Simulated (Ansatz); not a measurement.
# CHClSi (singlet): from a generated start to a stationary point

Aim: relax a generated start of CHClSi (singlet) and see which bonds hold.

Program: Ansatz 0.2.0, Gaussian basis. Level of theory: RKS PBE0/def2-TZVP. These are calculated values, not measurements.

### 1 The system as given

4 atoms, charge 0, spin multiplicity 1.

Atoms are counted from 1 here; the program's logs count them from 0.

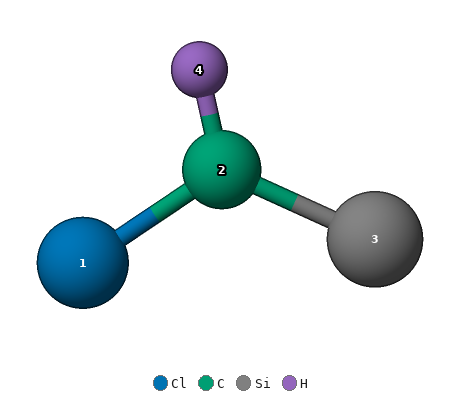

Start geometry, drawn with chlorine blue, carbon teal, silicon grey, hydrogen purple; atoms are numbered from 1 in the order of the file.

The start was built by rule and, where that kept it together, relaxed with GFN2-xTB. Sticks and bond lists go by distance. 

### 2 The run

in.yaml

```yaml
crystal:
  periodic: [false, false, false]
  atoms:
    - {symbol: Cl, position_ang: [-1.394770, -0.139945, -0.001811]}
    - {symbol: C, position_ang: [0.157866, 0.699796, 0.006200]}
    - {symbol: Si, position_ang: [1.692171, -0.186259, -0.000924]}
    - {symbol: H, position_ang: [0.026995, 1.773538, 0.015558]}
basis:
  gaussian: {orbitals: def2-TZVP}
hamiltonian: {xc: pbe0}
relax: {f_tol: 0.004, max_steps: 80}
```

Command:

```console
$ ansatz run in.yaml --threads 1 --pin off --events-out ev --progress --plain --max-ram 2176MiB
```

Q: Predict the outcome of this session. Wanted: energy gained; shift from the start; total energy; dipole moment.

**Answer**, as computed:

| quantity | value |
| --- | --- |
| steps | 14 |
| energy gained | 0.091 eV |
| shift from the start (rms) | 0.268 Å |
| total energy | -21443.0775 eV |
| dipole moment | 0.96 D |

What this shows: The bonds of the start are those of the end. C2–Si3 went from 1.772 to 1.708 Å. No vibrations were run, so this is a stationary point, not a proven minimum, and this spin need not be the ground state's.
